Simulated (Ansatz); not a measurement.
# C₂H₉ClInP: basis-set convergence

How large a basis does C₂H₉ClInP need? Two functionals are run in growing sets.

Program: Ansatz 0.2.0, Gaussian basis. Level of theory: one geometry, several basis sets. These are calculated values, not measurements.

The runs, in order: PBE0-D4/def2-SVP; ωB97M-V/def2-SVP; PBE0-D4/def2-QZVPP; ωB97M-V/def2-QZVPP; the functionals' def2-TZVPP values are taken from earlier runs.

### Step 1. Structure used throughout

All runs share one geometry, relaxed beforehand with PBE0-D4 in a triple-zeta def2 set. In takes the def2 core potential; no spin-orbit term is included.

14 atoms, charge 0, spin multiplicity 1.

Atoms are counted from 1 here; the program's logs count them from 0.

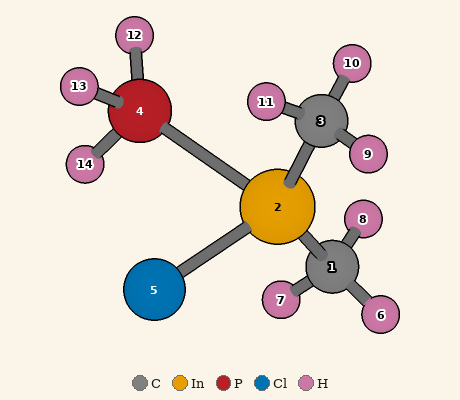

The structure; carbon grey, indium amber, phosphorus red, chlorine blue, hydrogen pink; atoms are numbered from 1 in the order of the file.

### Step 2. PBE0-D4 in def2-SVP

Contents of in.yaml:

```yaml
crystal:
  periodic: [false, false, false]
  atoms:
    - {symbol: C, position_ang: [-1.965994, 1.243373, 0.195178]}
    - {symbol: In, position_ang: [0.110942, 0.718698, 0.101681]}
    - {symbol: C, position_ang: [1.724051, 0.491027, 1.495847]}
    - {symbol: P, position_ang: [-0.007615, -1.854881, -1.051004]}
    - {symbol: Cl, position_ang: [0.982607, 1.174429, -2.107401]}
    - {symbol: H, position_ang: [-2.069477, 2.291482, 0.480333]}
    - {symbol: H, position_ang: [-2.415007, 1.104471, -0.788265]}
    - {symbol: H, position_ang: [-2.494614, 0.630943, 0.926969]}
    - {symbol: H, position_ang: [1.996006, 1.464250, 1.907472]}
    - {symbol: H, position_ang: [1.443757, -0.167777, 2.318906]}
    - {symbol: H, position_ang: [2.589700, 0.078406, 0.977705]}
    - {symbol: H, position_ang: [-0.427883, -3.127411, -0.594930]}
    - {symbol: H, position_ang: [1.244694, -2.238778, -1.569910]}
    - {symbol: H, position_ang: [-0.724068, -1.837333, -2.263980]}
basis:
  gaussian: {orbitals: def2-SVP}
hamiltonian: {xc: pbe0, dispersion: d4}
output: {orbitals: {seedname: orbitals}}
```

The run is started by

```console
$ ansatz run in.yaml --threads 4 --pin off --events-out ev --progress --plain --max-ram 11315MiB
```

Log:

```text
Functional definition: PBE0
  name "PBE0"
  cite "Adamo & Barone, J. Chem. Phys. 110, 6158 (1999) doi:10.1063/1.478522"
  cite "Perdew, Burke & Ernzerhof, Phys. Rev. Lett. 77, 3865 (1996) doi:10.1103/PhysRevLett.77.3865"
  parent pbe
  parameter a = 0.25
  parameter kappa = 0.804
  parameter beta = 0.06672455060314922
  exchange = (1 - a)*pbe_x(kappa = kappa, mu = beta*pi^2/3) + a*exact_x
  correlation = pbe_c(beta = beta)
1421 factors; integrals over basis functions are off by at most 1.2e-3 eV
mean field evaluation 1: about -29178.5750 eV, gradient 6.2e1 eV
mean field evaluation 2: about -29174.6643 eV, gradient 6.9e1 eV
mean field evaluation 4: about -29188.3035 eV, gradient 2.0e0 eV
mean field evaluation 8: about -29188.5060 eV, gradient 1.5e-1 eV
mean field evaluation 16: about -29188.5061 eV, gradient 5.1e-5 eV
mean field -29188.50606391 eV, -1072.6578131689 hartree, gradient 5.1e-5 eV, S^2 0.000000; 0 other end points of the search recorded, 0 dependent functions left out
reference -29188.50610291 eV, -1072.6578146019 hartree; 37, 37 occupied and 98, 98 virtual orbitals, 1421 factors
Total energy: -29188.79988480 eV, -1072.6686108874 hartree
```

Run time: 2.3 s. Hardware: 4 threads of Arm Neoverse V1, shared host.

### Step 3. ωB97M-V in def2-SVP

in.yaml, as its differences from that of step 2:

```diff
@@ -19,3 +19,3 @@
   gaussian: {orbitals: def2-SVP}
-hamiltonian: {xc: pbe0, dispersion: d4}
+hamiltonian: {xc: {name: wB97M-V}}
 output: {orbitals: {seedname: orbitals}}
```

Launched as before.

Log, cut to the lines that bear on the results:

```text
Functional definition: wB97M-V
  name "wB97M-V"
  cite "Mardirossian & Head-Gordon, J. Chem. Phys. 144, 214110 (2016) doi:10.1063/1.4952647"
  cite "Becke, J. Chem. Phys. 107, 8554 (1997) doi:10.1063/1.475007"
  cite "Vydrov & Van Voorhis, J. Chem. Phys. 133, 244103 (2010) doi:10.1063/1.3521275"
  # Of w^i u^j: cxij and so on, Table III.
[...]
  gx(w, u) = 1 - cx + cx01*u + cx10*w
  gss(w, u) = css00 + css04*u^4 + css10*w + css20*w^2 + css43*w^4*u^3
  gos(w, u) = cos00 + cos10*w + (cos20 + cos21*u)*w^2 + (cos60 + cos61*u)*w^6
[...]
      + integral(e_c_pw_mod_opposite_spin*gos(b97_w_opposite, b97_u_opposite)) + vv10(b, c)
1421 factors; integrals over basis functions are off by at most 1.2e-3 eV
418 factors; integrals over basis functions are off by at most 9.5e-6 eV
[...]
mean field -29194.45588852 eV, -1072.8764651902 hartree, gradient 2.8e-5 eV, S^2 0.000000; 0 other end points of the search recorded, 0 dependent functions left out
reference -29194.45595121 eV, -1072.8764674939 hartree; 37, 37 occupied and 98, 98 virtual orbitals, 1421 factors
Total energy: -29194.45595121 eV, -1072.8764674939 hartree
```

It took 9.5 s on 4 threads of Arm Neoverse V1, shared host.

### Step 4. PBE0-D4 in def2-QZVPP

in.yaml, as its differences from that of step 3:

```diff
@@ -18,4 +18,4 @@
 basis:
-  gaussian: {orbitals: def2-SVP}
-hamiltonian: {xc: {name: wB97M-V}}
+  gaussian: {orbitals: "def2-QZVPP.json"}
+hamiltonian: {xc: pbe0, dispersion: d4}
 output: {orbitals: {seedname: orbitals}}
```

Same command.

Log:

```text
Functional definition: PBE0
  name "PBE0"
  cite "Adamo & Barone, J. Chem. Phys. 110, 6158 (1999) doi:10.1063/1.478522"
  cite "Perdew, Burke & Ernzerhof, Phys. Rev. Lett. 77, 3865 (1996) doi:10.1103/PhysRevLett.77.3865"
  parent pbe
  parameter a = 0.25
  parameter kappa = 0.804
  parameter beta = 0.06672455060314922
  exchange = (1 - a)*pbe_x(kappa = kappa, mu = beta*pi^2/3) + a*exact_x
  correlation = pbe_c(beta = beta)
2160 factors; their error is unknown
mean field evaluation 1: about -29185.8337 eV, gradient 7.8e1 eV
mean field evaluation 2: about -29178.9928 eV, gradient 8.7e1 eV
mean field evaluation 4: about -29199.5031 eV, gradient 4.7e0 eV
mean field evaluation 8: about -29199.5454 eV, gradient 3.1e-2 eV
mean field evaluation 16: about -29199.6169 eV, gradient 9.1e-5 eV
mean field -29199.61693569 eV, -1073.0661301755 hartree, gradient 4.2e-5 eV, S^2 0.000000; 0 other end points of the search recorded, 0 dependent functions left out
reference -29199.61698817 eV, -1073.0661321041 hartree; 37, 37 occupied and 569, 569 virtual orbitals, 2160 factors
Total energy: -29199.91077007 eV, -1073.0769283896 hartree
```

Wall time 22 s (4 threads of Arm Neoverse V1, shared host); peak memory 2.8 GiB.

### Step 5. ωB97M-V in def2-QZVPP

in.yaml, as its differences from that of step 4:

```diff
@@ -19,3 +19,3 @@
   gaussian: {orbitals: "def2-QZVPP.json"}
-hamiltonian: {xc: pbe0, dispersion: d4}
+hamiltonian: {xc: {name: wB97M-V}}
 output: {orbitals: {seedname: orbitals}}
```

The command is unchanged.

Log, cut to the lines that bear on the results:

```text
Functional definition: wB97M-V
  name "wB97M-V"
  cite "Mardirossian & Head-Gordon, J. Chem. Phys. 144, 214110 (2016) doi:10.1063/1.4952647"
  cite "Becke, J. Chem. Phys. 107, 8554 (1997) doi:10.1063/1.475007"
  cite "Vydrov & Van Voorhis, J. Chem. Phys. 133, 244103 (2010) doi:10.1063/1.3521275"
  # Of w^i u^j: cxij and so on, Table III.
[...]
  gx(w, u) = 1 - cx + cx01*u + cx10*w
  gss(w, u) = css00 + css04*u^4 + css10*w + css20*w^2 + css43*w^4*u^3
  gos(w, u) = cos00 + cos10*w + (cos20 + cos21*u)*w^2 + (cos60 + cos61*u)*w^6
[...]
      + integral(e_c_pw_mod_opposite_spin*gos(b97_w_opposite, b97_u_opposite)) + vv10(b, c)
2072 factors; their error is unknown
512 factors; integrals over basis functions are off by at most 1.8e-5 eV
[...]
mean field -29205.71302670 eV, -1073.2901573880 hartree, gradient 2.1e-5 eV, S^2 0.000000; 0 other end points of the search recorded, 0 dependent functions left out
reference -29205.71311179 eV, -1073.2901605149 hartree; 37, 37 occupied and 569, 569 virtual orbitals, 2072 factors
Total energy: -29205.71311179 eV, -1073.2901605149 hartree
```

It took 44 s on 4 threads of Arm Neoverse V1, shared host; peak memory 3.4 GiB.

### Step 6. Density functionals: the series

The def2-TZVPP values come from earlier runs at the same geometry.

| functional | basis | functions | energy (eV) | from the largest (eV) | HOMO (eV) | LUMO (eV) |
| --- | --- | --- | --- | --- | --- | --- |
| PBE0-D4 | def2-SVP | 135 | -29188.7999 | 11.111 | -7.03 | 0.21 |
| PBE0-D4 | def2-TZVPP | 322 | -29199.0632 | 0.848 | -7.20 | -0.16 |
| PBE0-D4 | def2-QZVPP | 606 | -29199.9108 | 0.000 | -7.23 | -0.37 |
| ωB97M-V | def2-SVP | 135 | -29194.4560 | 11.257 | -9.19 | 1.77 |
| ωB97M-V | def2-TZVPP | 322 | -29204.8936 | 0.819 | -9.39 | 1.16 |
| ωB97M-V | def2-QZVPP | 606 | -29205.7131 | 0.000 | -9.41 | 0.75 |

### Step 7. Results

| quantity | value |
| --- | --- |
| PBE0-D4: double and triple zeta above quadruple | 11.11, 0.85 eV |
| ωB97M-V: double and triple zeta above quadruple | 11.26, 0.82 eV |

In words: For PBE0-D4 the step from double to triple zeta gains 10.26 eV and the next only 0.85 eV. These are total energies; as a rule much of such shifts cancels in differences, which this series doesn't test. The LUMO of ωB97M-V is positive and keeps falling with the basis (1.77 to 0.75 eV): an unbound level that the basis holds in place.

For PBE0-D4 the largest set took about 10 times as long as the smallest (22 s against 2.3 s).
